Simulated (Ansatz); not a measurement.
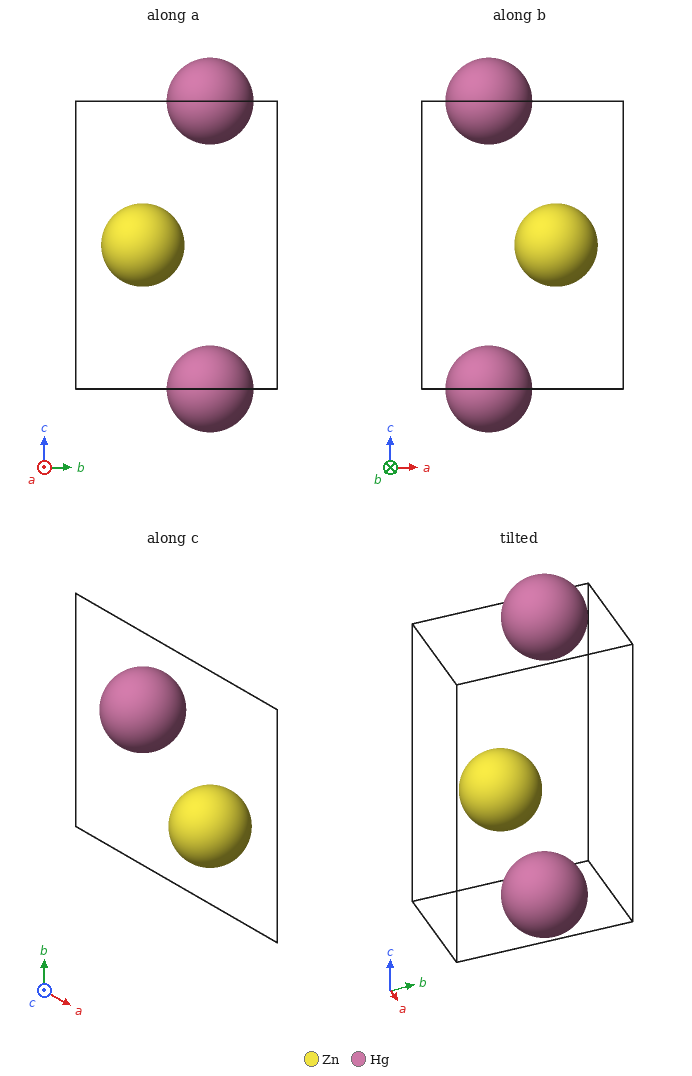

Crystal structure, spheres-only style, seen along the a axis, along the b axis, along the c axis and slightly off an axis. The edges of the conventional unit cell are marked.

Lattice parameters: a = 3.4013 Å, b = 3.4013 Å, c = 4.2020 Å, α = 90.000°, β = 90.000°, γ = 120.000°.

> Reconstruct the structure as a CIF with its space group and independent sites.

```cif
data_structure
_symmetry_space_group_name_H-M 'P -6 m 2'
_symmetry_Int_Tables_number 187
_cell_length_a 3.4013
_cell_length_b 3.4013
_cell_length_c 4.2020
_cell_angle_alpha 90.000
_cell_angle_beta 90.000
_cell_angle_gamma 120.000
_cell_volume 42.10
loop_
_atom_site_label
_atom_site_type_symbol
_atom_site_symmetry_multiplicity
_atom_site_Wyckoff_symbol
_atom_site_fract_x
_atom_site_fract_y
_atom_site_fract_z
_atom_site_occupancy
Zn1 Zn 1 f 0.6667 0.3333 0.5000 1
Hg1 Hg 1 c 0.3333 0.6667 0.0000 1
```

It goes back to a structure type filled with these elements by a generator (whether the compound takes this form wasn't checked). It is drawn as it came out of a relaxation with DFT PBE, scalar-relativistic, plane waves, PAW in Ansatz.
